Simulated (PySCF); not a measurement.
SMILES [O]([Mg][SiH3])C (CH6MgOSi), singlet, CAM-B3LYP/def2-SVP optimised geometry. Atoms within 1.6 Å of the plane z = 0.0 Å (x, y, z in Å): Mg1 (0.23, -0.29, 0.00), O2 (-1.54, -0.29, 0.01), C3 (-2.92, -0.31, 0.00), H4 (-3.33, -0.56, -1.00), H5 (-3.33, -1.07, 0.71), H6 (-3.35, 0.66, 0.29), Si7 (2.78, -0.29, 0.00), H8 (3.35, 1.09, 0.13), H9 (3.35, -0.87, -1.25), H10 (3.35, -1.09, 1.13).

Calculation: PySCF with CAM-B3LYP/def2-TZVP. Cells within 0.4 Å of a nucleus heavier than hydrogen are left out (blank, or x).

Map of the LUMO amplitude (bohr^(-3/2)) on the plane z = 0.0 Å; orbital energy -0.18 eV, overall sign arbitrary:

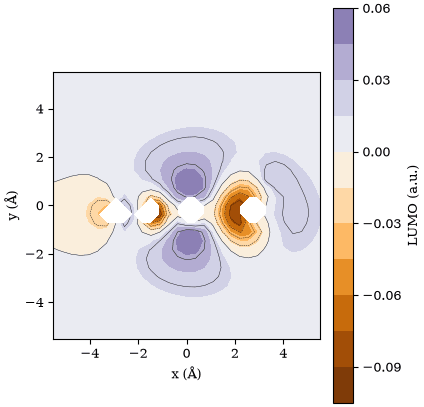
LUMO amplitude (bohr^(-3/2)) on the plane z = 0.0 Å.
